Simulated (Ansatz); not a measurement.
We consider cubic perovskite BaHfO₃, described by PBE+SOC (PAW; Ansatz, a program for electronic structure).

Numerical settings: plane-wave cutoff 520 eV, 8×8×8 k mesh, Fermi–Dirac smearing 0.01 eV, PAW data made under PBE.

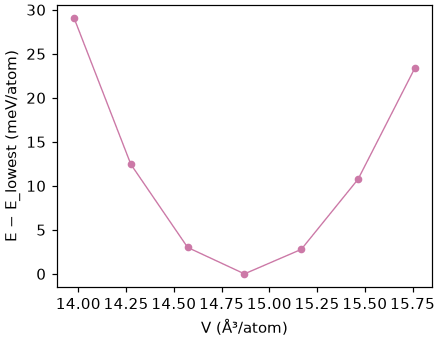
Figure: Total energy against volume

Problem. From the curve, estimate the equilibrium volume and the bulk modulus.

Solution. V0 ≈ 14.9 Å³/atom and B0 ≈ 160 GPa; the fit gives V0 = 14.870 Å³/atom, B0 = 156 GPa, B′ = 4.4.

Measured, for comparison: equilibrium volume per atom 14.51 Å³/atom (room temperature, no zero-point or thermal correction; as tabulated in Zhao et al. (2008), arXiv:0809.3506). Computed (rounded) less measured: equilibrium volume per atom +2.5 %.

Computed values are for the static lattice.
